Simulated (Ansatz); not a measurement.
**CH5Si (SMILES [CH2][SiH3]): U-wB97X/STO-3G**

Aim: the energy change on altering one bond length of CH5Si at U-wB97X/STO-3G, from 2 runs. 

Program for the calculation: Ansatz 0.2.0.

56 further runs of the same task are left out: 1 that didn't finish, 55 set aside as unsound or not needed.

### Step 1. Starting point

CH5Si has 7 atoms, charge 0, and is taken as a doublet. SMILES: `[CH2][SiH3]`. Geometry: relaxed at PBE0-D4/def2-TZVP.

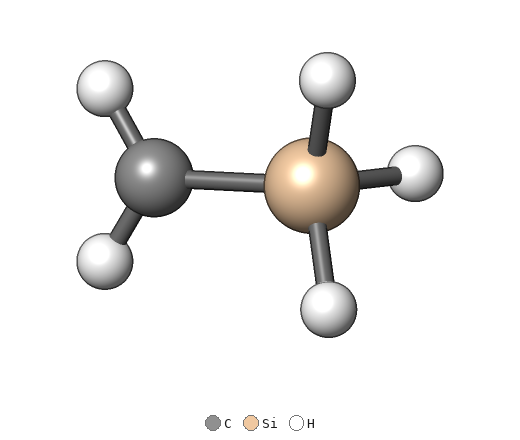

Viewed from a chosen angle; carbon grey, silicon light orange, hydrogen white.

### Step 2. The energy at U-wB97X/STO-3G

File job.yaml:

```yaml
crystal:
  periodic: [false, false, false]
  atoms:
    - {symbol: C, position_ang: [-0.172600, -1.103000, 0.047400]}
    - {symbol: Si, position_ang: [0.132300, 0.709800, -0.029000]}
    - {symbol: H, position_ang: [-1.139000, -1.522200, 0.308500]}
    - {symbol: H, position_ang: [0.588300, -1.834800, -0.203800]}
    - {symbol: H, position_ang: [-0.191200, 1.256600, -1.379100]}
    - {symbol: H, position_ang: [-0.719700, 1.420100, 0.961800]}
    - {symbol: H, position_ang: [1.563100, 1.005600, 0.248500]}
basis:
  gaussian:
    orbitals: STO-3G
total_charge: 0
magnetization:
  spin_polarized: true
  initial_magnetization: 1
hamiltonian:
  xc: {name: wB97X}
accuracy: high
```

On the command line:

```
$ ansatz run job.yaml --threads 1 --pin off --max-ram 2610MiB --events-out events.jsonl --progress --plain --runs-dir runs
```

The log of the run:

```text
Warning: RAYON_NUM_THREADS=1 ignored (pool sized by the plan → 1); use --threads N
Functional definition: wB97X
  name "wB97X"
  parameter omega = 0.3/bohr
  parameter cx = 0.157706
  parameter cx1 = 0.726479
  parameter cx2 = 1.04760
  parameter cx3 = -5.70635
  parameter cx4 = 13.2794
  parameter css1 = -4.33879
  parameter css2 = 18.2308
  parameter css3 = -31.7430
  parameter css4 = 17.2901
  parameter cos1 = 2.37031
  parameter cos2 = -11.3995
  parameter cos3 = 6.58405
  parameter cos4 = -3.78132
  exchange = spin_sum(e_x_unif_sr(omega)*poly(b97_u_x, 1 - cx, cx1, cx2, cx3, cx4)) + cx*exact_x_sr(omega)
      + exact_x_lr(omega)
  correlation = spin_sum(e_c_pw_same_spin*poly(b97_u_same, 1, css1, css2, css3, css4))
      + integral(e_c_pw_opposite_spin*poly(b97_u_opposite, 1, cos1, cos2, cos3, cos4))
337 factors; integrals over basis functions are off by at most 1.1e-8 eV
158 factors; integrals over basis functions are off by at most 1.4e-9 eV
mean field evaluation 1: about -8889.0010 eV, gradient 7.7e0 eV
mean field evaluation 2: about -8889.4774 eV, gradient 2.3e0 eV
mean field evaluation 4: about -8889.5214 eV, gradient 1.5e-1 eV
mean field evaluation 8: about -8889.4559 eV, gradient 2.0e-3 eV
mean field evaluation 16: about -8889.4559 eV, gradient 2.4e-7 eV
mean field -8889.45585971 eV, -326.6814773547 hartree, gradient 3.0e-8 eV, S^2 0.755848; 0 other end points of the search recorded, 0 dependent functions left out
reference -8889.45585784 eV, -326.6814772862 hartree; 13, 12 occupied and 6, 7 virtual orbitals, 337 factors
Total energy: -8889.45585784 eV, -326.6814772862 hartree
```

Run time: 11 s. Hardware: 1 thread of Arm Neoverse V1, shared host; peak memory 0.43 GiB.

### Step 3. The distorted shape at the same level

File in.yaml:

```yaml
basis:
  gaussian: {orbitals: STO-3G}
crystal:
  periodic: [false, false, false]
  atoms:
    - {symbol: C, position_ang: [-0.248823, -1.556189, 0.066500]}
    - {symbol: Si, position_ang: [0.132300, 0.709800, -0.029000]}
    - {symbol: H, position_ang: [-1.215223, -1.975389, 0.327600]}
    - {symbol: H, position_ang: [0.512077, -2.287989, -0.184700]}
    - {symbol: H, position_ang: [-0.191200, 1.256600, -1.379100]}
    - {symbol: H, position_ang: [-0.719700, 1.420100, 0.961800]}
    - {symbol: H, position_ang: [1.563100, 1.005600, 0.248500]}
magnetization: {spin_polarized: true, initial_magnetization: 1}
hamiltonian: {xc: {name: wB97X}}
accuracy: high
```

On the command line:

```
$ ansatz run in.yaml --threads 1 --pin off --max-ram 2610MiB --events-out events.jsonl --progress --plain --runs-dir runs
```

The log of the run, cut to the lines that bear on the results:

```text
Warning: RAYON_NUM_THREADS=1 ignored (pool sized by the plan → 1); use --threads N
[... 2 set-up lines as earlier in the session ...]
[...]
      + exact_x_lr(omega)
[...]
      + integral(e_c_pw_opposite_spin*poly(b97_u_opposite, 1, cos1, cos2, cos3, cos4))
327 factors; integrals over basis functions are off by at most 6.9e-9 eV
162 factors; integrals over basis functions are off by at most 9.7e-10 eV
[...]
mean field -8887.74797908 eV, -326.6187138991 hartree, gradient 8.3e-8 eV, S^2 0.769088; 0 other end points of the search recorded, 0 dependent functions left out
reference -8887.74797714 eV, -326.6187138279 hartree; 13, 12 occupied and 6, 7 virtual orbitals, 327 factors
Total energy: -8887.74797714 eV, -326.6187138279 hartree
```

Wall time 11 s (1 thread of Arm Neoverse V1, shared host); peak memory 0.43 GiB.

### Step 4. Outcome

Level: U-wB97X/STO-3G.

| quantity | value |
| --- | --- |
| first shape: total energy | -326.68148 Eh |
| first shape: ⟨S²⟩ | 0.756 |
| distorted shape: total energy | -326.61871 Eh |
| distorted shape: ⟨S²⟩ | 0.769 |
| energy change with the C1–Si2 bond stretched from 1.840 to 2.300 Å | 1.708 eV |

With the C1–Si2 bond stretched from 1.840 to 2.300 Å the energy rises by 1.71 eV (165 kJ/mol). The first shape isn't relaxed at this level, so the change isn't measured from a minimum. The minimal basis adds a large error of its own.
